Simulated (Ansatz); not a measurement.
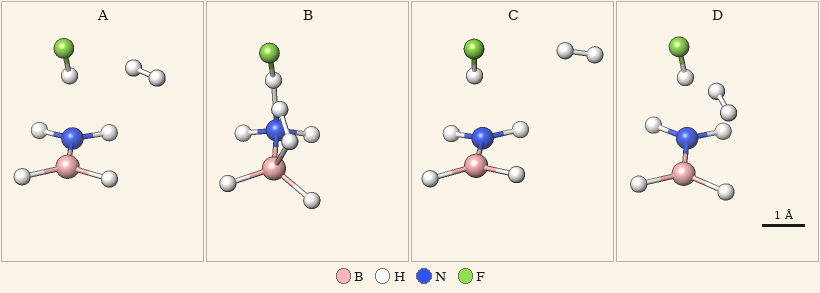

4 geometries from a converged minimum-energy path of BNH$_{7}$F, shuffled. A ball-and-stick model, seen from a free direction.

Theory: RKS PBE-D4/def2-SVP (Ansatz). Settings: 5 movable images; climbing image; force threshold 0.05 eV/Å; iteration limit 60; starting path through a guess of the saddle point.

Which of them lies highest in energy?

Answer. B. In order along the path, whose images run from 0 to 6: B (image 1, +19.3 kcal/mol), D (image 3, +10.7 kcal/mol), A (image 4, +10.0 kcal/mol), C (image 6, +9.2 kcal/mol). Breaking: B–H (1.25 → 3.96 Å), H–N (1.04 → 1.84 Å), F–H (0.97 → 2.26 Å). Forming: H–H (1.44 → 0.77 Å), F–H (1.86 → 0.95 Å).
